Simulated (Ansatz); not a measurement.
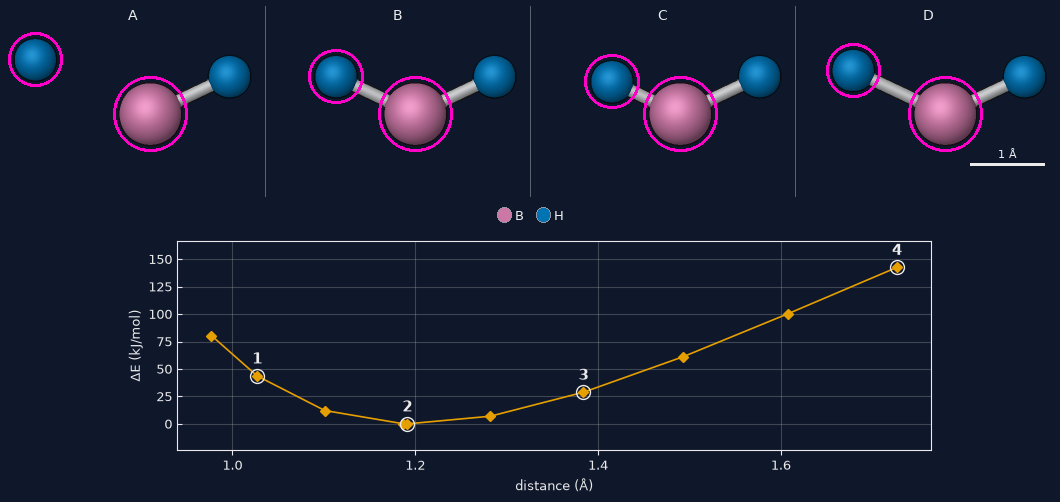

BH$_{2}$ (multiplicity 2): one B–H bond length is varied, with the rest of the molecule carried along rigidly. The frames are shuffled; the numbered points of the plot belong to them. Style: ball-and-stick. Shown face on. The ringed atoms are those of the scanned coordinate.

Level of theory: PBE-D4 (def2-TZVPP, Ansatz), on geometries moved rigidly from the minimum at PBE0-D4/def2-TZVP. Energies are counted from the PBE0-D4/def2-TZVP minimum geometry at the same level.

Question: Which frame belongs to which numbered point?

Answer: Point 1 is frame C (the distance 1.027 Å, 43.7 kJ/mol); 2 is frame B (the distance 1.191 Å, 0.0 kJ/mol); 3 is frame D (the distance 1.384 Å, 28.8 kJ/mol); 4 is frame A (the distance 1.727 Å, 142.5 kJ/mol). The lowest computed point lies at the distance 1.191 Å (0.0 kJ/mol). At the ends of the scan the energy is 80.4 kJ/mol (0.977 Å) and 142.5 kJ/mol (1.727 Å). The curvature at the lowest point is about 24 eV/Å² (3.9 mdyn/Å). The well is steeper on the short side, as for any bond.
